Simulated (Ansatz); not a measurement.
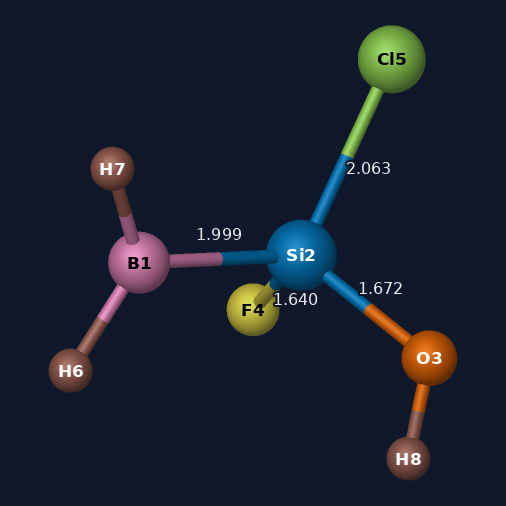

Bond lengths are marked in Å; every bond is drawn as one stick. Computed geometry: PBE-D4/def2-SVP optimisation. No frequency run is at hand to confirm it as a minimum.

> Which of the marked bonds are single, double, triple or aromatic?

B1–Si2 single; Si2–O3 single; Si2–F4 single; Si2–Cl5 single.

> Give the structure as SMILES.

B[Si@@](O)(F)Cl
